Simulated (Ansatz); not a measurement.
As13H30In13 (In13As13 zinc blende bond sphere)

Input

```
crystal:
  periodic: [false, false, false]
  atoms:
    - {symbol: In, position_ang: [-2.344856, -2.345052, -0.729661]}
    - {symbol: In, position_ang: [-2.465245, 0.913911, -3.899838]}
    - {symbol: In, position_ang: [-5.612973, 0.815474, -0.816654]}
    - {symbol: In, position_ang: [-2.343178, 0.725121, 2.342731]}
    - {symbol: In, position_ang: [-2.464035, 3.896039, -0.914965]}
    - {symbol: In, position_ang: [0.911130, -2.466378, -3.901007]}
    - {symbol: In, position_ang: [0.809043, -5.615140, -0.813464]}
    - {symbol: In, position_ang: [0.726919, -2.345702, 2.341359]}
    - {symbol: In, position_ang: [3.893929, -2.466820, -0.919060]}
    - {symbol: In, position_ang: [0.694923, 0.694514, -0.700033]}
    - {symbol: In, position_ang: [0.916726, 3.893685, 2.460929]}
    - {symbol: In, position_ang: [3.897352, 0.911888, 2.459072]}
    - {symbol: In, position_ang: [0.820522, 0.815239, 5.610311]}
    - {symbol: As, position_ang: [-3.751864, -0.610322, -2.195422]}
    - {symbol: As, position_ang: [-0.612256, -3.753307, -2.195974]}
    - {symbol: As, position_ang: [-0.761946, -0.760787, -5.149975]}
    - {symbol: As, position_ang: [-0.805770, -0.806993, 0.802911]}
    - {symbol: As, position_ang: [-0.850810, 2.227708, -2.230995]}
    - {symbol: As, position_ang: [-3.750834, 2.192493, 0.609984]}
    - {symbol: As, position_ang: [-0.607868, 2.190864, 3.748997]}
    - {symbol: As, position_ang: [-0.756688, 5.144754, 0.757182]}
    - {symbol: As, position_ang: [2.225611, -0.851941, -2.232714]}
    - {symbol: As, position_ang: [2.192097, -3.753799, 0.607793]}
    - {symbol: As, position_ang: [2.194949, -0.612616, 3.747917]}
    - {symbol: As, position_ang: [5.145527, -0.760031, 0.751526]}
    - {symbol: As, position_ang: [2.228720, 2.225523, 0.844649]}
    - {symbol: H, position_ang: [-3.391997, -3.390175, 0.165905]}
    - {symbol: H, position_ang: [-3.296534, 1.916868, -5.031150]}
    - {symbol: H, position_ang: [-6.392829, -0.272186, 0.269977]}
    - {symbol: H, position_ang: [-6.317944, 1.932012, -1.931887]}
    - {symbol: H, position_ang: [-3.389879, -0.169601, 3.388932]}
    - {symbol: H, position_ang: [-3.294544, 5.029434, -1.916334]}
    - {symbol: H, position_ang: [1.913395, -3.297298, -5.033173]}
    - {symbol: H, position_ang: [-0.281775, -6.386833, 0.275908]}
    - {symbol: H, position_ang: [1.921959, -6.328019, -1.927145]}
    - {symbol: H, position_ang: [-0.171528, -3.389788, 3.386906]}
    - {symbol: H, position_ang: [5.025906, -3.297760, -1.921690]}
    - {symbol: H, position_ang: [1.921100, 5.023990, 3.291963]}
    - {symbol: H, position_ang: [5.029148, 1.914633, 3.290018]}
    - {symbol: H, position_ang: [-0.265151, -0.270520, 6.394100]}
    - {symbol: H, position_ang: [1.937688, 1.932674, 6.310770]}
    - {symbol: H, position_ang: [-4.560075, -1.494468, -3.126283]}
    - {symbol: H, position_ang: [-1.497243, -4.561881, -3.125725]}
    - {symbol: H, position_ang: [-1.580105, -1.577613, -6.126815]}
    - {symbol: H, position_ang: [0.016011, 0.015886, -6.191377]}
    - {symbol: H, position_ang: [0.062955, 3.083800, -3.084876]}
    - {symbol: H, position_ang: [-4.557278, 3.123472, 1.495640]}
    - {symbol: H, position_ang: [-1.490121, 3.122765, 4.558045]}
    - {symbol: H, position_ang: [-1.571073, 6.124569, 1.574347]}
    - {symbol: H, position_ang: [0.021738, 6.183652, -0.022586]}
    - {symbol: H, position_ang: [3.082272, 0.061315, -3.086606]}
    - {symbol: H, position_ang: [3.123635, -4.560779, 1.492342]}
    - {symbol: H, position_ang: [3.126912, -1.495931, 4.555707]}
    - {symbol: H, position_ang: [6.129789, -1.573555, 1.564189]}
    - {symbol: H, position_ang: [6.180238, 0.020903, -0.031353]}
    - {symbol: H, position_ang: [3.083801, 3.080313, -0.069251]}
basis:
  gaussian: {orbitals: def2-SVP, fitting: {mean_field: def2-universal-jkfit}, initial_orbitals: start.molden}
hamiltonian: {xc: pbe0, dispersion: d4}
scf: {omitted_lower_state_checks: [starts]}
output: {forces: true, orbitals: {seedname: orbitals}}
```

Run with:

```sh
ansatz run in.yaml --threads 11 --pin off --events-out ev --progress --plain --max-ram 174080MiB --backend cuda --devices 0, --max-vram 75GiB
```

Geometry: r2SCAN-D4/def2-SVP; core potentials replace the inner electrons of In.

Computed with RKS PBE0-D4/def2-SVP in Ansatz 0.2.0.

**What will maps of the electron density and electron localisation function show?**

As–H (1.52 Å): ρ at the midpoint is about 1.1 e/Å³; the ELF climbs to about 1 towards the hydrogen, as it does in any bond to H.
In–As (2.66 Å): the density is about 0.39 e/Å³ at the midpoint; the ELF peaks at about 0.75 between the atoms; a covalent bond.
In–As (2.70 Å): ρ at the midpoint is about 0.37 e/Å³; the ELF peaks at about 0.85 between the atoms; a shared electron pair.
In–H (1.73 Å): ρ is about 1.2 e/Å³ halfway; the ELF climbs to about 1 towards the hydrogen.

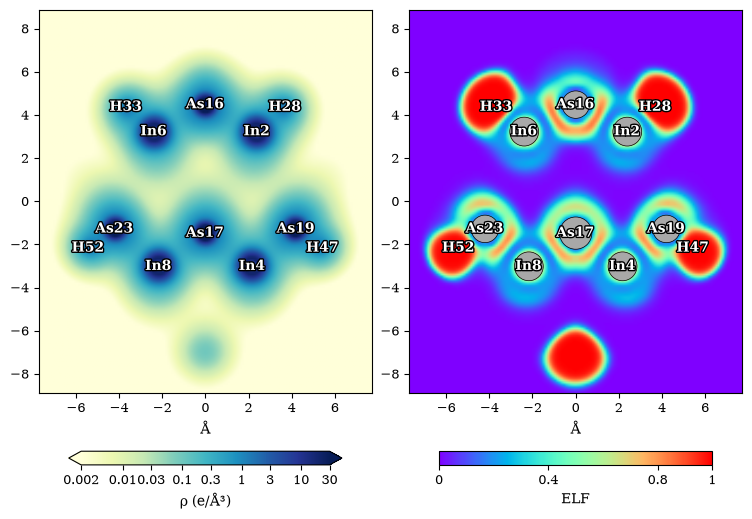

Computed electron density and electron localisation function on the plane of atoms As17, In8 and As23, in this order. Grey discs cover the atomic cores in the ELF map. 
